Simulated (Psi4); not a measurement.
# UM06-L/cc-pVTZ run of PH2 (SMILES [PH2])

What is the vertical doublet–quartet gap of PH2 at UM06-L/cc-pVTZ? 

The results are computed with Psi4 1.11.

1 further run of the same task is left out (set aside as unsound or not needed).

## (1) Starting point

The species is PH2 (3 atoms), meant as a doublet with charge 0. SMILES: `[PH2]`. The coordinates come from a PBE0-D4/def2-TZVP relaxation.

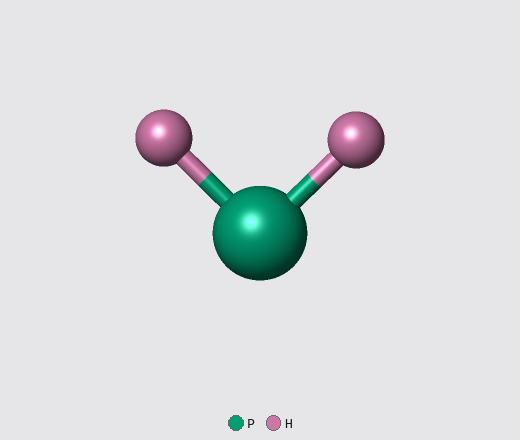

Viewed from a chosen angle; phosphorus teal, hydrogen pink.

## (2) A single-point energy at UM06-L/cc-pVTZ

Contents of job.in:

```
memory 2200 mb

molecule {
  0 2
  P
  H 1 r2
  H 1 r3 2 a3

  r2 = 1.423928
  r3 = 1.423924
  a3 = 91.49995
  symmetry c1
  no_reorient
  no_com
}

set basis cc-pVTZ
set reference uks
set puream true
set e_convergence 1e-09
set d_convergence 1e-08
set scf_type pk
set dft_radial_points 99
set dft_spherical_points 590
set maxiter 100

e_tot, wfn = energy("m06-l", return_wfn=True)
oeprop(wfn, "WIBERG_LOWDIN_INDICES", "QUADRUPOLE", "LOWDIN_CHARGES", title="M06-L")
```

On the command line:

```bash
$ psi4 -n 1 job.in job.out
```

job.out:

```text
[...]
  Running in c1 symmetry.
[...]
  Nuclear repulsion =   11.408386295415529
[...]
  Multiplicity = 2
[...]
  Nalpha       = 9
  Nbeta        = 8
[...]
    Number of basis functions: 62
[...]
   @UKS iter   1:  -342.47859349587014   -2.71427e-01   4.45266e-03 DIIS/ADIIS
[...]
   @UKS iter  11:  -342.51270895005860   -1.08002e-12   2.12742e-09 DIIS
[...]
   @S^2 Observed:                7.568098738E-01
[...]
    Orbital Energies [Eh]
    ---------------------
    Alpha Occupied:
       1A    -76.777780     2A     -6.521995     3A     -4.637149
       4A     -4.631843     5A     -4.628150     6A     -0.604741
       7A     -0.362085     8A     -0.287516     9A     -0.223961
    Alpha Virtual:
      10A      0.007450    11A      0.039759    12A      0.186842
      13A      0.217489    14A      0.226489    15A      0.232270
      16A      0.235963    17A      0.282377    18A      0.285919
      19A      0.370349    20A      0.414628    21A      0.512521
      22A      0.579737    23A      0.773273    24A      0.813948
      25A      0.844699    26A      0.895662    27A      1.032832
[...]
  @UKS Final Energy:  -342.51270895005860
   => Energetics <=
    Nuclear Repulsion Energy =             11.4083862954155286
    One-Electron Energy =                -495.6869789656135481
    Two-Electron Energy =                 165.7112360616255842
    DFT Exchange-Correlation Energy =     -23.9453523414861884
    Empirical Dispersion Energy =           0.0000000000000000
    VV10 Nonlocal Energy =                  0.0000000000000000
    Total Energy =                       -342.5127089500585953
[...]
 Multipole Moments:
 ------------------------------------------------------------------------------------
     Multipole            Electronic (a.u.)      Nuclear  (a.u.)        Total (a.u.)
 ------------------------------------------------------------------------------------
 L = 1.  Multiply by 2.5417464519 to convert [e a0] to [Debye]
 Dipole X            :          1.1157007           -1.2929046           -0.1772039
 Dipole Y            :          1.0868743           -1.2594967           -0.1726223
 Dipole Z            :          0.0000000            0.0000000            0.0000000
 Magnitude           :                                                    0.2473857
 L = 2.  Multiply by 1.3450342976 to convert [e a0^2] to [Debye ang]
 Quadrupole XX       :        -17.7340207            6.9082924          -10.8257284
 Quadrupole XY       :          0.0029788           -0.5083002           -0.5053214
[...]
```

Run time: 11 s. Hardware: 1 thread of AMD EPYC 9R45 (Zen 5), shared host; peak memory 1.2 GiB.

## (3) The quartet: energy and forces at UM06-L/cc-pVTZ

Contents of job.py:

```python
import psi4

psi4.set_memory('2200 MB')
psi4.set_num_threads(1)
psi4.core.set_output_file('output.dat', False)

molecule = psi4.geometry("""
0 4
P      0.525730    -0.309370     0.258210
H      0.114640     1.051490     0.176750
H     -0.640370    -0.742120    -0.434970
symmetry c1
no_reorient
no_com
""")

psi4.set_options({
    'basis': 'cc-pVTZ',
    'reference': 'uks',
    'puream': True,
    'e_convergence': 1e-09,
    'd_convergence': 1e-08,
    'scf_type': 'pk',
    'dft_radial_points': 99,
    'dft_spherical_points': 590,
    'maxiter': 100,
})

e_tot, wfn = psi4.gradient('m06-l', return_wfn=True)
psi4.oeprop(wfn, 'LOWDIN_CHARGES', 'WIBERG_LOWDIN_INDICES', 'MULLIKEN_CHARGES', title='M06-L')
print('gradient / Eh bohr^-1')
print(e_tot.np.round(6))
print(f'energy = {wfn.energy():.10f} Eh')
```

On the command line:

```bash
$ python job.py
```

output.dat (excerpt; [...] marks lines left out):

```text
[...]
  Running in c1 symmetry.
[...]
  Nuclear repulsion =   11.408385682516982
[...]
  Multiplicity = 4
[...]
  Nalpha       = 10
  Nbeta        = 7
[...]
    Number of basis functions: 62
[...]
   @UKS iter   1:  -342.25286967151760   -4.57027e-02   4.01162e-03 ADIIS/DIIS
[...]
   @UKS iter  12:  -342.28227612885752   -5.68434e-13   1.64246e-09 DIIS
[...]
   @S^2 Observed:                3.755227995E+00
[...]
  @UKS Final Energy:  -342.28227612885752
   => Energetics <=
    Nuclear Repulsion Energy =             11.4083856825169825
    One-Electron Energy =                -494.7736841876265430
    Two-Electron Energy =                 165.0359255838515935
    DFT Exchange-Correlation Energy =     -23.9529032075996042
    Empirical Dispersion Energy =           0.0000000000000000
    VV10 Nonlocal Energy =                  0.0000000000000000
    Total Energy =                       -342.2822761288575180
[...]
 Multipole Moments:
 ------------------------------------------------------------------------------------
     Multipole            Electronic (a.u.)      Nuclear  (a.u.)        Total (a.u.)
 ------------------------------------------------------------------------------------
 L = 1.  Multiply by 2.5417464519 to convert [e a0] to [Debye]
 Dipole X            :        -13.8950202           13.9088000            0.0137798
 Dipole Y            :          8.1766251           -8.1847440           -0.0081189
 Dipole Z            :         -6.8244608            6.8312277            0.0067669
 Magnitude           :                                                    0.0173664
[...]
  -Total Gradient:
     Atom            X                  Y                   Z
    ------   -----------------  -----------------  -----------------
       1       -0.033750882985     0.019861981241    -0.016576704932
       2        0.006523855642    -0.034562917397    -0.000103020665
       3        0.027253709327     0.014685231181     0.016692830104
[...]
  Mulliken Charges: (a.u.)
   Center  Symbol    Alpha    Beta     Spin     Total
       1     P     8.74882  6.28413  2.46469 -0.03294
       2     H     0.62560  0.35793  0.26766  0.01647
       3     H     0.62558  0.35794  0.26764  0.01648
   Total alpha = 10.00000, Total beta =  7.00000, Total charge = -0.00000
  Lowdin Charges: (a.u.)
   Center  Symbol    Alpha    Beta     Spin     Total
[...]
```

On the terminal:

```text
gradient / Eh bohr^-1
[[-0.033751  0.019862 -0.016577]
 [ 0.006524 -0.034563 -0.000103]
 [ 0.027254  0.014685  0.016693]]
energy = -342.2822761289 Eh
```

Wall time 14 s (1 thread of AMD EPYC 9R45 (Zen 5), shared host); peak memory 1.2 GiB.

## (4) Outcome

Level: UM06-L/cc-pVTZ.

| quantity | value |
| --- | --- |
| doublet: total energy | -342.51271 Eh |
| doublet: dipole moment | 0.63 D |
| doublet: HOMO energy (highest over α and β) | -6.09 eV |
| doublet: LUMO energy (lowest over α and β) | -3.97 eV |
| doublet: ⟨S²⟩ | 0.757 |
| quartet: total energy | -342.28228 Eh |
| quartet: dipole moment | 0.04 D |
| quartet: HOMO energy (highest over α and β) | -1.43 eV |
| quartet: ⟨S²⟩ | 3.755 |
| quartet: largest force on an atom | 2.187 eV/Å |
| vertical energy of the quartet above the doublet | 6.270 eV |

**Reading.** At this shape the quartet lies 6.27 eV (605 kJ/mol) above the doublet.
